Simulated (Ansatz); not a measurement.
**Run report: AlBH₄S, nudged elastic band**

System: AlBH₄S.
Method: RKS CAM-B3LYP/STO-3G (Ansatz 0.2.0).

It belongs to a series of runs on one base structure; here: band between the two ends. Figures and captions count atoms from 1; the log counts them from 0 in places.

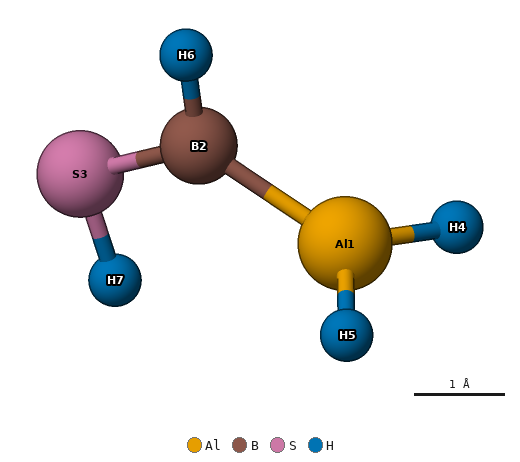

Figure 1. The structure as given in the input (ball-and-stick view, seen at a tilt; atoms are numbered from 1 in the order of the input). Sticks mark near contacts.

Input file
```yaml
crystal:
  periodic: [false, false, false]
  atoms:
    - { symbol: Al, position_ang: [-1.202203, 0.199748, -0.321169] }
    - { symbol: B, position_ang: [0.581368, 0.328378, 0.598343] }
    - { symbol: S, position_ang: [2.046835, -0.567041, 0.3107] }
    - { symbol: H, position_ang: [-2.265581, -0.734363, 0.172136] }
    - { symbol: H, position_ang: [-1.520773, 1.040564, -1.52037] }
    - { symbol: H, position_ang: [0.719296, 1.102994, 1.465329] }
    - { symbol: H, position_ang: [1.641047, -1.370279, -0.704969] }
basis:
  gaussian: { orbitals: STO-3G }
hamiltonian:
  xc: cam_b3lyp
neb:
  order_check: false
  images: 5
  f_tol: 0.05
  max_iterations: 60
  final_atoms:
    - { symbol: Al, position_ang: [-1.70519558, 0.15532822, -0.50857424] }
    - { symbol: B, position_ang: [0.05101427, -0.07922441, 0.10001237] }
    - { symbol: S, position_ang: [1.55206789, -0.44246779, 0.76746392] }
    - { symbol: H, position_ang: [-2.82721518, -0.65232049, 0.07144772] }
    - { symbol: H, position_ang: [-2.01032155, 1.15634381, -1.58217581] }
    - { symbol: H, position_ang: [2.32882185, 0.63300463, 1.27232443] }
    - { symbol: H, position_ang: [2.61081729, -0.77066298, -0.12049839] }
  initial_path:
    images:
      - { positions_ang: [[-1.202203, 0.199748, -0.321169], [0.581368, 0.328378, 0.598343], [2.046835, -0.567041, 0.3107], [-2.265581, -0.734363, 0.172136], [-1.520773, 1.040564, -1.52037], [0.719296, 1.102994, 1.465329], [1.641047, -1.370279, -0.704969]] }
      - { positions_ang: [[-1.19238367, 0.231996, -0.39601798], [0.55701248, 0.51462948, 0.57469872], [1.8752879, -0.55799688, 0.43066872], [-1.89812, -0.90360153, -0.19674299], [-1.8212168, 1.05892712, -1.36058169], [1.13456037, 1.04336808, 1.41768106], [1.34484873, -1.38732128, -0.46970584]] }
      - { positions_ang: [[-1.18256435, 0.264244, -0.47086696], [0.53265695, 0.70088096, 0.55105444], [1.7037408, -0.54895275, 0.55063744], [-1.530659, -1.07284007, -0.56562199], [-2.1216606, 1.07729025, -1.20079338], [1.54982475, 0.98374216, 1.37003313], [1.04865045, -1.40436355, -0.23444268]] }
      - { positions_ang: [[-1.17274502, 0.29649201, -0.54571594], [0.50830143, 0.88713244, 0.52741016], [1.5321937, -0.53990863, 0.67060616], [-1.16319801, -1.2420786, -0.93450098], [-2.4221044, 1.09565337, -1.04100506], [1.96508912, 0.92411624, 1.32238519], [0.75245218, -1.42140583, 0.00082048]] }
      - { positions_ang: [[-1.35022854, 0.24943741, -0.53333538], [0.35587237, 0.56501349, 0.38494423], [1.53881843, -0.50742835, 0.70289208], [-1.7178704, -1.04549256, -0.59918475], [-2.28484345, 1.11588352, -1.22139531], [2.08633337, 0.82707904, 1.30569827], [1.37190722, -1.20449154, -0.03961915]] }
      - { positions_ang: [[-1.52771206, 0.20238282, -0.52095481], [0.20344332, 0.24289454, 0.2424783], [1.54544316, -0.47494807, 0.735178], [-2.27254279, -0.84890653, -0.26386851], [-2.1475825, 1.13611367, -1.40178556], [2.20757761, 0.73004183, 1.28901135], [1.99136225, -0.98757726, -0.08005877]] }
      - { positions_ang: [[-1.70519558, 0.15532822, -0.50857424], [0.05101427, -0.07922441, 0.10001237], [1.55206789, -0.44246779, 0.76746392], [-2.82721518, -0.65232049, 0.07144772], [-2.01032155, 1.15634381, -1.58217581], [2.32882185, 0.63300463, 1.27232443], [2.61081729, -0.77066298, -0.12049839]] }
```

Launch command:
```bash
ansatz run input.yaml --threads 1 --pin off --max-ram 2048MiB --backend cpu --events-out ev --progress --plain --runs-dir out
```

The program's output
```
Engine: ansatz 0.2.0, x86_64-unknown-linux-gnu
Functional definition: CAM-B3LYP
  parameter alpha = 0.19
  parameter beta = 0.46
  parameter omega = 0.33/bohr
  parameter ac = 0.81
  exchange = (1 - alpha - beta)*b88_x + beta*b88_x_sr(omega) + alpha*exact_x + beta*exact_x_lr(omega)
  correlation = (1 - ac)*vwn5_c + ac*lyp_c
344 factors; integrals over basis functions are off by at most 1.4e-5 eV
157 factors; integrals over basis functions are off by at most 7.8e-7 eV
mean field evaluation 1: about -17962.9911 eV, gradient 1.6e1 eV
mean field evaluation 2: about -17963.8442 eV, gradient 6.1e0 eV
mean field evaluation 4: about -17963.9656 eV, gradient 5.4e-1 eV
mean field evaluation 8: about -17963.9351 eV, gradient 2.6e-3 eV
mean field -17963.93506803 eV, -660.1624373576 hartree, gradient 6.7e-6 eV, S^2 0.000000; 0 other end points of the search recorded, 0 dependent functions left out
the calculation of the forces begins
reference -17963.93515018 eV, -660.1624403767 hartree; 19, 19 occupied and 8, 8 virtual orbitals, 344 factors
346 factors; integrals over basis functions are off by at most 1.2e-5 eV
157 factors; integrals over basis functions are off by at most 1.0e-6 eV
mean field evaluation 16: about -17957.6639 eV, gradient 3.0e0 eV
mean field -17957.68146431 eV, -659.9326216599 hartree, gradient 8.3e-6 eV, S^2 0.000000; 0 other end points of the search recorded, 0 dependent functions left out
[... from here on the field's lines of each further geometry are left out, up to the last ...]
NEB iter   1: max|band force component| = 1.778e1 eV/Å  barrier→ = 11.9988 eV  barrier← = 5.7452 eV  Δτ_max = 0.2000 Å  (160 SCF iters)
NEB iter   2: max|band force component| = 5.935e0 eV/Å  barrier→ = 7.7631 eV  barrier← = 1.5095 eV  Δτ_max = 0.2000 Å  (130 SCF iters)
NEB iter   3: max|band force component| = 3.076e0 eV/Å  barrier→ = 6.8694 eV  barrier← = 0.6158 eV  Δτ_max = 0.1991 Å  (131 SCF iters)
NEB iter   4: max|band force component| = 2.441e0 eV/Å  barrier→ = 6.5794 eV  barrier← = 0.3258 eV  Δτ_max = 0.2000 Å  (134 SCF iters)
NEB iter   5: max|band force component| = 2.026e0 eV/Å  barrier→ = 6.5480 eV  barrier← = 0.2944 eV  Δτ_max = 0.1991 Å  (130 SCF iters)
NEB iter   6: max|band force component| = 2.068e0 eV/Å  barrier→ = 6.4626 eV  barrier← = 0.2090 eV  Δτ_max = 0.1991 Å  (122 SCF iters)
NEB iter   7: max|band force component| = 2.203e0 eV/Å  barrier→ = 6.4339 eV  barrier← = 0.1803 eV  Δτ_max = 0.1904 Å  (127 SCF iters)
NEB iter   8: max|band force component| = 2.290e0 eV/Å  barrier→ = 6.4115 eV  barrier← = 0.1579 eV  Δτ_max = 0.1993 Å  (123 SCF iters)
NEB iter   9: max|band force component| = 2.553e0 eV/Å  barrier→ = 6.4451 eV  barrier← = 0.1915 eV  Δτ_max = 0.1627 Å  (122 SCF iters)
NEB iter  10: max|band force component| = 2.535e0 eV/Å  barrier→ = 6.7481 eV  barrier← = 0.4945 eV  Δτ_max = 0.0549 Å  (123 SCF iters)
NEB iter  11: max|band force component| = 2.398e0 eV/Å  barrier→ = 6.6419 eV  barrier← = 0.3883 eV  Δτ_max = 0.1481 Å  (124 SCF iters)
NEB iter  12: max|band force component| = 2.444e0 eV/Å  barrier→ = 6.5970 eV  barrier← = 0.3434 eV  Δτ_max = 0.1903 Å  (123 SCF iters)
NEB iter  13: max|band force component| = 2.672e0 eV/Å  barrier→ = 6.6591 eV  barrier← = 0.4055 eV  Δτ_max = 0.1709 Å  (126 SCF iters)
NEB iter  14: max|band force component| = 2.111e0 eV/Å  barrier→ = 6.8018 eV  barrier← = 0.5482 eV  Δτ_max = 0.1559 Å  (127 SCF iters)
NEB iter  15: max|band force component| = 1.644e0 eV/Å  barrier→ = 6.7624 eV  barrier← = 0.5087 eV  Δτ_max = 0.1991 Å  (132 SCF iters)
NEB iter  16: max|band force component| = 1.306e0 eV/Å  barrier→ = 7.4804 eV  barrier← = 1.2268 eV  Δτ_max = 0.1924 Å  (138 SCF iters)
NEB iter  17: max|band force component| = 2.317e0 eV/Å  barrier→ = 7.5079 eV  barrier← = 1.2542 eV  Δτ_max = 0.0996 Å  (142 SCF iters)
NEB iter  18: max|band force component| = 2.010e0 eV/Å  barrier→ = 7.2338 eV  barrier← = 0.9802 eV  Δτ_max = 0.0984 Å  (134 SCF iters)
NEB iter  19: max|band force component| = 1.038e0 eV/Å  barrier→ = 6.9709 eV  barrier← = 0.7173 eV  Δτ_max = 0.1978 Å  (128 SCF iters)
NEB iter  20: max|band force component| = 3.361e0 eV/Å  barrier→ = 6.8430 eV  barrier← = 0.5894 eV  Δτ_max = 0.0813 Å  (141 SCF iters)
NEB iter  21: max|band force component| = 3.775e0 eV/Å  barrier→ = 6.7867 eV  barrier← = 0.5331 eV  CI = image 3  Δτ_max = 0.1019 Å  (132 SCF iters)
NEB iter  22: max|band force component| = 2.587e0 eV/Å  barrier→ = 6.9493 eV  barrier← = 0.6957 eV  CI = image 3  Δτ_max = 0.1606 Å  (136 SCF iters)
NEB iter  23: max|band force component| = 3.152e0 eV/Å  barrier→ = 7.4260 eV  barrier← = 1.1724 eV  CI = image 3  Δτ_max = 0.0786 Å  (137 SCF iters)
NEB iter  24: max|band force component| = 1.934e0 eV/Å  barrier→ = 7.2850 eV  barrier← = 1.0314 eV  CI = image 3  Δτ_max = 0.1149 Å  (128 SCF iters)
NEB iter  25: max|band force component| = 5.919e-1 eV/Å  barrier→ = 7.1893 eV  barrier← = 0.9357 eV  CI = image 3  Δτ_max = 0.0678 Å  (131 SCF iters)
NEB iter  26: max|band force component| = 2.593e-1 eV/Å  barrier→ = 7.1779 eV  barrier← = 0.9243 eV  CI = image 3  Δτ_max = 0.0192 Å  (129 SCF iters)
NEB iter  27: max|band force component| = 1.600e-1 eV/Å  barrier→ = 7.1673 eV  barrier← = 0.9137 eV  CI = image 3  Δτ_max = 0.0677 Å  (129 SCF iters)
NEB iter  28: max|band force component| = 1.156e-1 eV/Å  barrier→ = 7.1571 eV  barrier← = 0.9035 eV  CI = image 3  Δτ_max = 0.0679 Å  (127 SCF iters)
NEB iter  29: max|band force component| = 1.658e-1 eV/Å  barrier→ = 7.1494 eV  barrier← = 0.8958 eV  CI = image 3  Δτ_max = 0.0338 Å  (128 SCF iters)
NEB iter  30: max|band force component| = 2.132e-1 eV/Å  barrier→ = 7.1463 eV  barrier← = 0.8927 eV  CI = image 3  Δτ_max = 0.0169 Å  (129 SCF iters)
NEB iter  31: max|band force component| = 6.455e-2 eV/Å  barrier→ = 7.1450 eV  barrier← = 0.8914 eV  CI = image 3  Δτ_max = 0.0338 Å  (135 SCF iters)
the calculation of the forces begins
reference -17957.61978306 eV, -659.9303549155 hartree; 19, 19 occupied and 8, 8 virtual orbitals, 346 factors
346 factors; integrals over basis functions are off by at most 1.2e-5 eV
157 factors; integrals over basis functions are off by at most 6.4e-7 eV
mean field -17956.79176257 eV, -659.8999257240 hartree, gradient 1.9e-5 eV, S^2 0.000000; 1 other end points of the search recorded, 0 dependent functions left out
the calculation of the forces begins
reference -17956.79184972 eV, -659.8999289266 hartree; 19, 19 occupied and 8, 8 virtual orbitals, 346 factors
NEB iter  32: max|band force component| = 3.251e-2 eV/Å  barrier→ = 7.1433 eV  barrier← = 0.8897 eV  CI = image 3  Δτ_max = 0.0000 Å  (249 SCF iters)
```

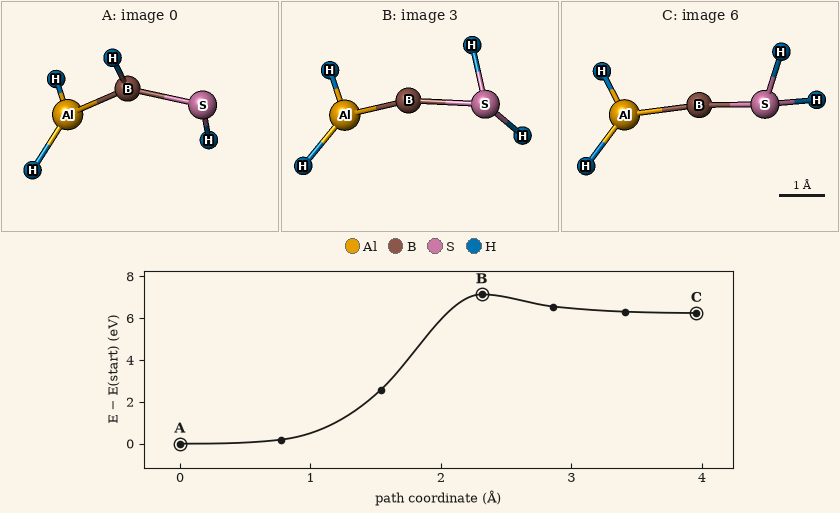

Figure 2. Images of the last band (counted from 0; ball-and-stick, seen at a tilt) above the energy along the path; the line is a cubic interpolation that uses the forces. The highest image is number 3, 7.143 eV above the start and 0.890 eV above the end (the climbing image); the end lies 6.254 eV above the start. The path is 3.96 Å long. The band converged in 32 iterations.

```
Total energy: -17956.79184972 eV, -659.8999289266 hartree
Atom 0 at    -1.513787     0.146069    -0.399426 Å, force     0.007928     0.008962     0.016885 eV/Å
Atom 1 at     0.051878     0.038634     0.687007 Å, force     0.011359    -0.016451    -0.031823 eV/Å
Atom 2 at     1.750562    -0.446835     0.851854 Å, force    -0.019744    -0.018202     0.006394 eV/Å
Atom 3 at    -2.664765    -0.792651    -0.194771 Å, force     0.002607    -0.000506     0.002838 eV/Å
Atom 4 at    -1.694032     1.314490    -1.323149 Å, force    -0.001393     0.000062     0.001223 eV/Å
Atom 5 at     1.735632     0.944974     0.708955 Å, force    -0.001745     0.020554    -0.004643 eV/Å
Atom 6 at     2.334501    -1.204680    -0.330471 Å, force     0.000989     0.005581     0.009126 eV/Å
Dipole moment:     0.726685    -0.060171     0.011703 e Å
this run last wrote the band of iteration 32 to [file]
```

The last band as extended XYZ (Å, eV, eV/Å)
```
7
Properties=species:S:1:pos:R:3:forces:R:3 image=0 energy=-17963.93507
Al   -1.2022    0.1997   -0.3212   -0.0068   0.0023   0.0011
B     0.5814    0.3284    0.5983   -0.0011  -0.0030  -0.0068
S     2.0468   -0.5670    0.3107    0.0010   0.0017   0.0014
H    -2.2656   -0.7344    0.1721    0.0052   0.0033  -0.0038
H    -1.5208    1.0406   -1.5204    0.0016  -0.0052   0.0035
H     0.7193    1.1030    1.4653    0.0020   0.0009   0.0043
H     1.6410   -1.3703   -0.7050   -0.0018   0.0001   0.0003
7
Properties=species:S:1:pos:R:3:forces:R:3 image=1 energy=-17963.74548
Al   -1.2981    0.1849   -0.3303    0.2078   0.0220  -0.0311
B     0.5646    0.2498    0.4828    0.2045   0.1230  -0.1334
S     2.0888   -0.5905    0.4655    0.1631   0.0513  -0.2489
H    -2.3827   -0.8244   -0.0619    0.2790  -0.0054   0.1051
H    -1.7058    1.3259   -1.2138    0.0678  -0.0339  -0.0514
H     0.7834    1.1737    1.1644   -0.5519   0.1243   0.3706
H     1.9499   -1.5194   -0.5067   -0.3703  -0.2812  -0.0109
7
Properties=species:S:1:pos:R:3:forces:R:3 image=2 energy=-17961.34353
Al   -1.4576    0.1683   -0.3370    0.5262   0.1808   0.2881
B     0.3837    0.1802    0.5831    2.6510   1.5192  -0.8647
S     1.9538   -0.6443    0.7051    1.5679  -1.4632  -0.8099
H    -2.6015   -0.8110   -0.1920    0.4464   0.0864   0.1561
H    -1.7249    1.3493   -1.2258    0.0397  -0.1232  -0.0301
H     1.2048    1.0748    0.8975   -4.3514   1.2254   1.2770
H     2.2417   -1.3173   -0.4308   -0.8798  -1.4254  -0.0165
7
Properties=species:S:1:pos:R:3:forces:R:3 image=3 energy=-17956.79176
Al   -1.5138    0.1461   -0.3994    0.0079   0.0090   0.0169
B     0.0519    0.0386    0.6870    0.0114  -0.0165  -0.0318
S     1.7506   -0.4468    0.8519   -0.0197  -0.0182   0.0064
H    -2.6648   -0.7927   -0.1948    0.0026  -0.0005   0.0028
H    -1.6940    1.3145   -1.3231   -0.0014   0.0001   0.0012
H     1.7356    0.9450    0.7090   -0.0017   0.0206  -0.0046
H     2.3345   -1.2047   -0.3305    0.0010   0.0056   0.0091
7
Properties=species:S:1:pos:R:3:forces:R:3 image=4 energy=-17957.37282
Al   -1.6059    0.0992   -0.4289   -0.1552  -0.0334  -0.0054
B    -0.0494   -0.0124    0.6216   -0.1379  -0.0746  -0.0910
S     1.6101   -0.4232    0.9161   -0.1726   0.0128   0.0393
H    -2.7697   -0.8162   -0.2346   -0.1657   0.0059   0.0156
H    -1.7019    1.2546   -1.3825   -0.0287  -0.0654  -0.0493
H     2.1167    0.8388    0.7483    0.5960  -0.1912   0.0105
H     2.4001   -0.9409   -0.2399    0.0641   0.3458   0.0802
7
Properties=species:S:1:pos:R:3:forces:R:3 image=5 energy=-17957.61970
Al   -1.6796    0.0892   -0.4752   -0.0403   0.0123  -0.0056
B    -0.0301   -0.0399    0.4020    0.0223  -0.0114  -0.1123
S     1.5605   -0.4030    0.8600   -0.0267   0.0161  -0.0256
H    -2.8685   -0.7644   -0.1635   -0.0473   0.0278   0.0638
H    -1.7856    1.1529   -1.5281   -0.0544  -0.0450  -0.0527
H     2.3252    0.7523    1.0814    0.0975  -0.0574   0.1266
H     2.4781   -0.7870   -0.1767    0.0489   0.0576   0.0059
7
Properties=species:S:1:pos:R:3:forces:R:3 image=6 energy=-17957.68146
Al   -1.7052    0.1553   -0.5086   -0.0033   0.0000   0.0051
B     0.0510   -0.0792    0.1000    0.0000  -0.0052   0.0002
S     1.5521   -0.4425    0.7675   -0.0007   0.0047  -0.0088
H    -2.8272   -0.6523    0.0714    0.0012   0.0013  -0.0019
H    -2.0103    1.1563   -1.5822    0.0008  -0.0001  -0.0014
H     2.3288    0.6330    1.2723    0.0021   0.0005   0.0036
H     2.6108   -0.7707   -0.1205   -0.0002  -0.0013   0.0032
```

Results in brief

```json
{"quantity": "outcome", "value": "converged"}
{"quantity": "barrier, forward", "value": "7.143 eV"}
{"quantity": "barrier, backward", "value": "0.890 eV"}
{"quantity": "hardware", "value": "1 thread of Intel Xeon (Granite Rapids), 10 GiB of memory available, shared host"}
{"quantity": "wall time", "value": "96 s"}
{"quantity": "peak memory", "value": "0.11 GiB"}
```

Notes

The order of the saddle point was not checked.
